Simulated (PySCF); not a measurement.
```xyz
19

C    -1.9933    0.1367   -1.8592
C    -0.9673    0.0263   -1.0246
O    -0.6769    0.8720    0.0052
C    -1.5392    1.9608    0.2311
Si    0.3383   -1.3529   -1.1410
N     0.4189   -1.8287    0.5171
C     1.1093   -1.4257    1.4762
C     2.2459   -0.4633    1.3326
O     2.5805    0.0326    0.2887
O     2.8542   -0.2165    2.4950
H    -2.1223   -0.5950   -2.6338
H    -2.7261    0.9255   -1.8204
H    -1.1334    2.4986    1.0868
H    -1.5726    2.6285   -0.6359
H    -2.5537    1.6193    0.4620
H    -0.2489   -2.5576   -1.7305
H     1.4826   -0.8960   -1.9229
H     0.9116   -1.7705    2.4898
H     3.5825    0.4151    2.3764
```

Geometry: GFN2-xTB.

Method: PySCF 2.14.0, PBE0/pcSseg-1, SCF density, gas phase, non-relativistic.

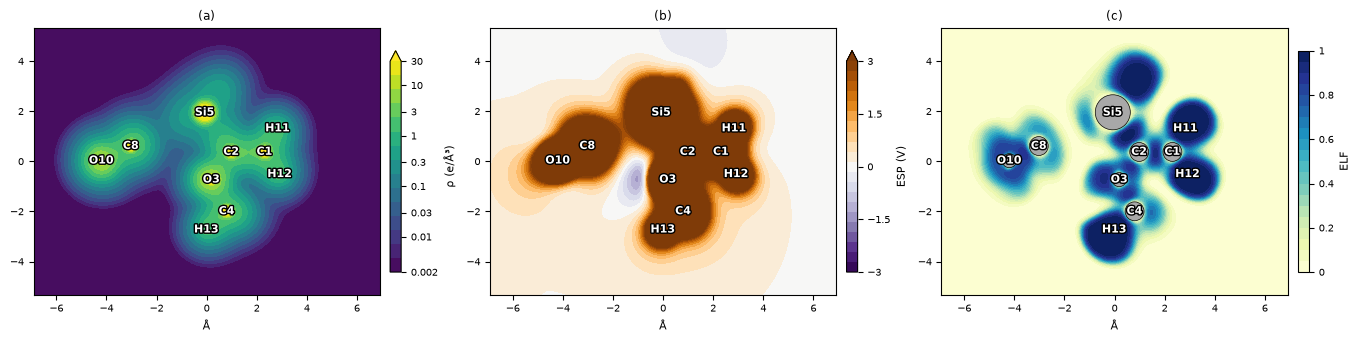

C5H9NO3Si (SMILES C=C(OC)[SiH2]/N=C\C(=O)O). (a) total electron density; (b) molecular electrostatic potential; (c) electron localisation function on the plane of atoms C1, C2 and Si5. Grey discs cover the atomic cores in the ELF map.

Read the bonding off the picture.

Answer.
- Atoms in the plane: C, O, Si and H.
- C–C (1.33 Å): ρ is about 2.3 e/Å³ halfway; the ELF peaks at about 0.90 between the atoms: a multiple bond.
- C–Si (1.90 Å): the density is about 0.93 e/Å³ at the midpoint; the ELF peaks at about 1 between the atoms; a shared electron pair.
- C–O (1.33 Å): ρ is about 2.5 e/Å³ halfway; the ELF peaks at about 0.90 between the atoms (a shared but strongly polarised pair).
- The ELF also peaks beside O10, away from the bonds: lone-pair regions.
- Outside the dense part of the molecule the potential is most negative (−1.3 V) near O3.
